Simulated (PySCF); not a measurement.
C$_{4}$F$_{8}$, SMILES `FC1(F)C(F)(F)C(F)(F)C1(F)F`.

Method: LDA (SVWN)/def2-SVP; geometry: GFN2-xTB; program: PySCF. No frequency check shows the geometry to be a minimum.

Input

```python
import numpy as np
from pyscf import gto, scf, dft
from pyscf.scf import atom_ks, atom_hf
from scipy.linalg import block_diag

def solve(mol, dm0=None, hcore=None):
    mf = (dft.UKS if mol.spin else dft.RKS)(mol, xc='svwn')
    mf.grids.level = 3
    mf = mf.density_fit(auxbasis='def2-universal-jkfit')
    mf.conv_tol, mf.max_cycle = 1e-8, 80
    if hcore is not None:
        mf.get_hcore = lambda *args: hcore
    mf.kernel(dm0)
    if not mf.converged:
        mf = mf.newton().run(mf.mo_coeff, mf.mo_occ, max_cycle=30)
    assert mf.converged, 'SCF not converged'
    return mf

mol = gto.M(atom='''
F     -1.24259    -1.24254     1.21591
C     -0.78252    -0.78250     0.04930
F     -1.41893    -1.41861    -0.93389
C      0.78252    -0.78250    -0.04930
F      1.41893    -1.41861     0.93389
F      1.24259    -1.24254    -1.21591
C      0.78252     0.78250     0.04930
F      1.41893     1.41861    -0.93389
F      1.24259     1.24254     1.21591
C     -0.78252     0.78250    -0.04930
F     -1.24259     1.24254    -1.21591
F     -1.41893     1.41861     0.93389
''', basis='def2-svp', charge=0, spin=0, verbose=4)
mf = solve(mol)
mf.analyze()
# spherically averaged free atoms, for the promolecule
atm = atom_ks.get_atm_nrks(mol, xc='svwn')
pro = block_diag(*[(atm[a[0]][2] * atm[a[0]][3]) @ atm[a[0]][2].T for a in mol._atom])
np.savez('result.npz', e=mf.e_tot, c=mf.mo_coeff, occ=mf.mo_occ, eps=mf.mo_energy, pro=pro, dip=mf.dip_moment(verbose=0), s2=mf.spin_square()[0])
```

Command:

```sh
OMP_NUM_THREADS=1 python input.py
```

The run took 13 s on 1 thread of Intel(R) Xeon(R) 6975P-C (Granite Rapids), with other jobs on the host, peak memory 0.57 GiB.

Partitions, critical points and surface values were worked out afterwards from this run's density.

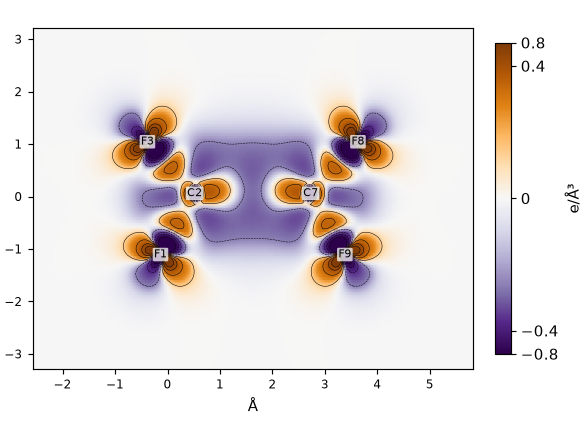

Deformation density (molecule less spherical, spin-averaged free atoms) in the plane of F1, C2, F3, C7, F8 and F9; colour scale in e/Å³, logarithmic beyond ±0.1; orange: gain, purple: loss.

Q: Describe the bonding that the map shows.

A: C2–F3 and C7–F8: +0.10 e/Å³ at the bond critical point (bond length 1.33 Å, Mayer order 1.2); up to 0.6 Å beside the axis the gain reaches +0.26 e/Å³. F1–C2 and C7–F9: +0.09 e/Å³ at the bond critical point (bond length 1.34 Å, Mayer order 1.2); up to 0.6 Å beside the axis the gain reaches +0.25 e/Å³. In all, 2.5 electrons gather in the regions of gain relative to the promolecule. A small or negative value marks a very polar bond, one between electron-rich atoms, whose free-atom densities already overlap strongly, a long bond to a heavier atom, or a closed-shell contact such as a hydrogen bond.

Q: Where do the Hirshfeld charges lie?

A: The highest Hirshfeld charge is on C2, C4, C7 and C10 (+0.12 e), the lowest on F1, F6, F9 and F11 (−0.06 e).
